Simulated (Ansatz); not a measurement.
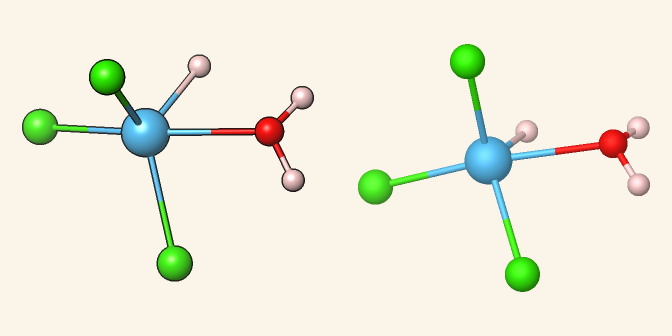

Both panels show the same species. Colours: hafnium blue, oxygen red, chlorine green, hydrogen pink.

Charge 0, singlet.

> Give the formula.

Cl3H3HfO, 8 atoms: 3 chlorine, 3 hydrogen, 1 hafnium and 1 oxygen.

> Give the symmetry (Schoenflies symbol).

C1.

The parts below concern this one geometry. Atoms keep their numbers from picture to picture. Computed geometry: PBE0-D4/def2-TZVP optimisation.

### Geometry

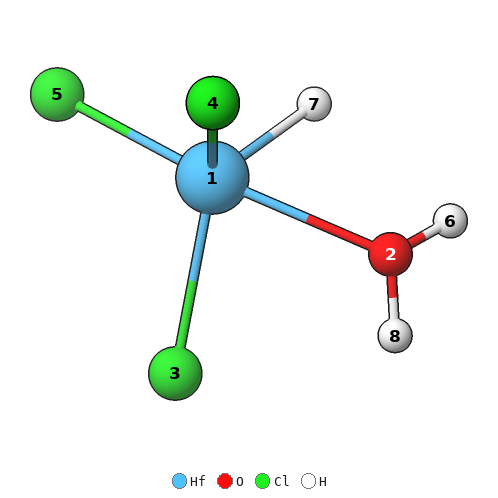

Atoms carry their numbers in the input.

Give the bond lengths.

| bond | length (Å) |
| --- | --- |
| Hf1–O2 | 2.328 |
| Hf1–Cl3 | 2.377 |
| Hf1–Cl4 | 2.336 |
| Hf1–Cl5 | 2.329 |
| Hf1–H7 | 1.845 |
| O2–H6 | 0.962 |
| O2–H8 | 0.964 |

### Electronic properties

Properties computed with RHF-CCSD(T), frozen core/def2-SVP, core potentials on Hf (Ansatz 0.2.0).

> What is the T1 diagnostic?

0.014.

### Vibrations

Harmonic vibrations computed with RKS PBE0-D4/def2-TZVP, core potentials on Hf (Ansatz 0.2.0) at a stationary point of the same level.

> List the wavenumbers.

18 modes: 61, 88, 104, 115, 136, 217, 279, 341, 350, 367, 378, 494, 551, 780, 1603, 1705, 3801, 3908 cm⁻¹.

### Charges

The questions are on Mulliken charges. Level of theory: RKS PBE0-D4/def2-TZVP, core potentials on Hf (Ansatz 0.2.0).

> Which atom carries the highest charge (most positive or least negative)?

Hf1 (1.06 e).

> And the lowest?

O2 (−0.58 e).

Give the Mulliken charges atom by atom.

```json
{"atom": "Hf1", "value (e)": "1.06"}
{"atom": "O2", "value (e)": "−0.58"}
{"atom": "Cl3", "value (e)": "−0.41"}
{"atom": "Cl4", "value (e)": "−0.35"}
{"atom": "Cl5", "value (e)": "−0.32"}
{"atom": "H6", "value (e)": "0.38"}
{"atom": "H7", "value (e)": "−0.16"}
{"atom": "H8", "value (e)": "0.37"}
```

Mulliken values depend strongly on the basis set and can even reverse the polarity of a bond.
